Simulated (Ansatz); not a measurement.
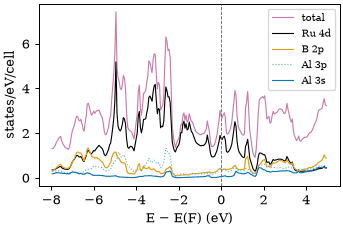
Figure. Total and projected density of states of AlBRu in space group Cmcm (No. 63; Al on 4c, B on 4c, Ru on 4c), the program Ansatz at the PBEsol level (PAW)

Which orbitals carry the states next to the Fermi level?

Within 0.5 eV of the Fermi level: Ru 4d 63 %, B 2p 16 %, Al 3p 14 %. Projections are on Löwdin-orthogonalised atomic valence shells; empty p or d shells of many metals are not among them.

Where is the tallest occupied peak in this window, and what makes it?

Near -4.9 eV, about 7.4 states/eV per cell; the largest projected share is Ru 4d.

The start of the workflow was typed in or built on a structure type; neither database checked (COD, Materials Project) lists it. Whether it is the stable phase at ambient conditions was not checked. The PBEsol relaxation kept the symmetry of its start; whether a distortion lowers the energy is not shown. The run is not spin-polarised. Scalar-relativistic: spin–orbit coupling is off unless named, which matters more the heavier the elements.

Potentials: the later of the program's two PAW sets.
